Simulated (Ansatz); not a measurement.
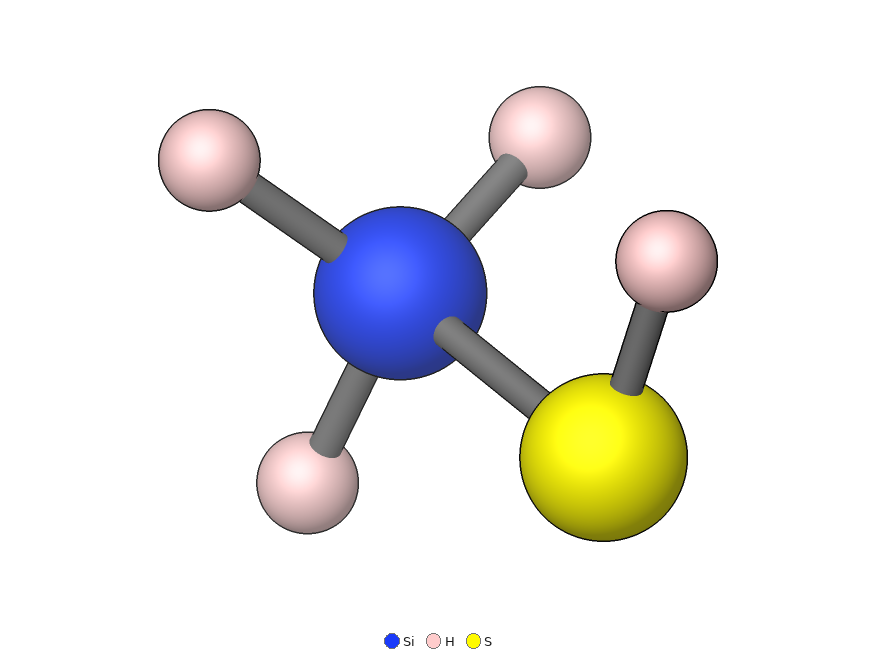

The picture shows a molecular structure as a ball-and-stick model. Every bond is drawn as one stick, whatever its order.

Computed geometry: PBE0-D4/def2-TZVP optimisation.

**What is the molecular formula?**

H4SSi, 6 atoms: 4 hydrogen, 1 sulfur and 1 silicon.

**Which point group does it belong to?**

Cs.

**How many sets of symmetry-equivalent atoms are there?**

5: 1 Si, 2 H, 1 H, 1 S, 1 H.

**How many bonds of each kind are drawn?**

3 Si–H, 1 S–Si, 1 S–H. Sticks follow a distance rule.

More results for the same structure follow; atom numbers are the same in all pictures, views and colours differ.

## Geometry

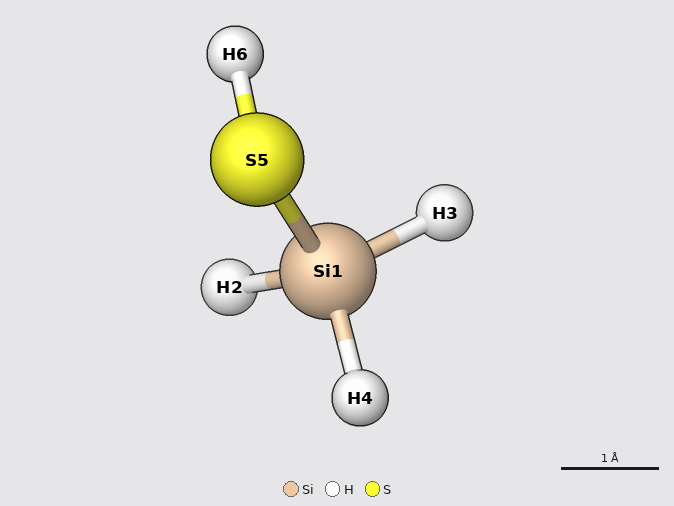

Give the bond lengths.

| bond | length (Å) |
| --- | --- |
| Si1–H2 | 1.485 |
| Si1–H3 | 1.485 |
| Si1–H4 | 1.482 |
| Si1–S5 | 2.137 |
| S5–H6 | 1.344 |

## Dipole moment

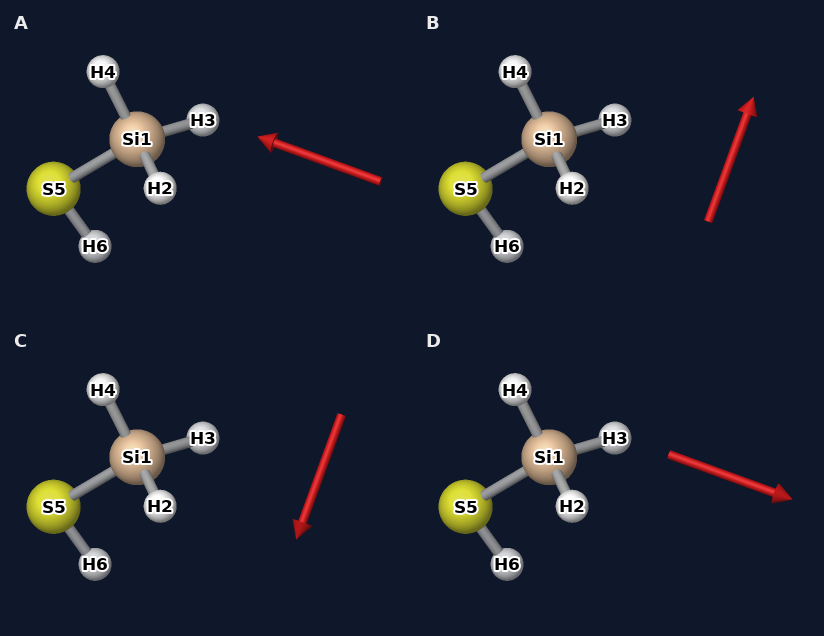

The same molecule four times, each with an arrow. Properties computed with RKS PBE0-D4/def2-TZVP (Ansatz 0.2.0).

**Which arrow points along the dipole moment, from the negative to the positive end?**

D. The dipole moment is 1.05 D; it points from the side of S5 to the side of H2, H3 (the outermost atoms at the two ends).

## Vibrations

Harmonic vibrations computed with RKS PBE0-D4/def2-TZVP (Ansatz 0.2.0) at a stationary point of the same level.

**How many vibrational modes are there, and where do they lie?**

12 modes: 190, 515, 536, 625, 813, 924, 931, 960, 2229, 2233, 2254, 2710 cm⁻¹.

## Electronic properties

Level of theory: RKS PBE0-D4/def2-TZVPP (Ansatz 0.2.0).

**Estimate the LUMO energy (Kohn–Sham orbital).**

0.09 eV.

**Give the HOMO energy (Kohn–Sham orbital) at this level.**

−7.52 eV.

## Charges

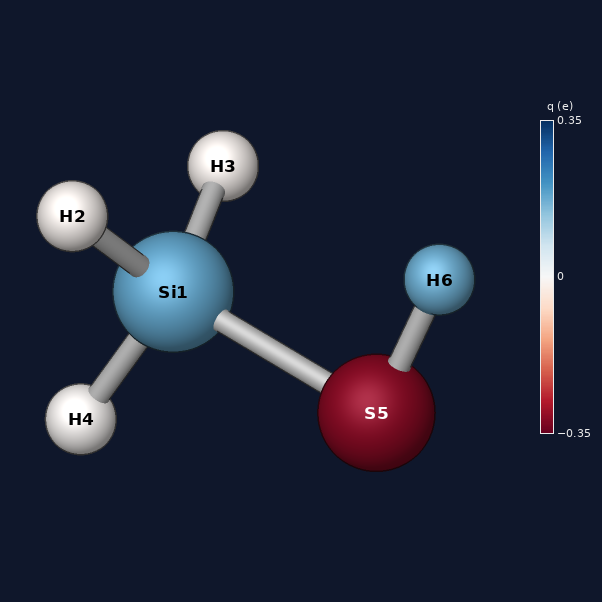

Atoms are coloured by their Mulliken charges. Method: RKS PBE0-D4/def2-TZVP (Ansatz 0.2.0).

**Which atom carries the highest charge (most positive or least negative)?**

Si1 (0.18 e).

**And the lowest?**

S5 (−0.32 e).

List the Mulliken charges.

```tsv
atom	value (e)
Si1	0.18
H2	−0.01
H3	−0.01
H4	−0.01
S5	−0.32
H6	0.17
```

Mulliken values depend strongly on the basis set and can even reverse the polarity of a bond.
